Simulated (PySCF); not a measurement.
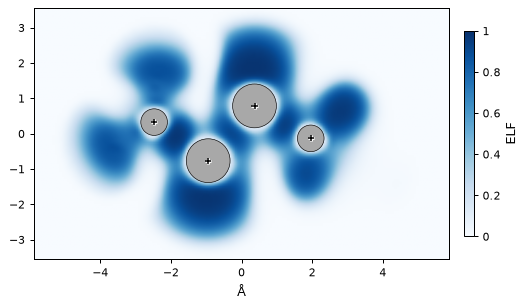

The ELF on a plane through atoms (crosses mark nuclei in the plane; grey discs cover the cores).

The calculation used PBE0/pcSseg-1, SCF density, gas phase, non-relativistic (PySCF).

Candidates:
A. C2H4Al (SMILES C#[C][AlH3-]) (charge −1)
B. C7H4FNO
C. C2H5F3P2Si (SMILES FC(F)(F)/P=P/C[SiH3])

Q: Which candidate gave the map?

A: Candidate C: C2H5F3P2Si on the plane of atoms P5, P6 and C7, which holds C and P. C–P (1.84 Å): the ELF peaks at about 0.95 between the atoms, as expected for a covalent bond. P–P (2.03 Å): the ELF peaks at about 0.90 between the atoms, as expected for a covalent bond.
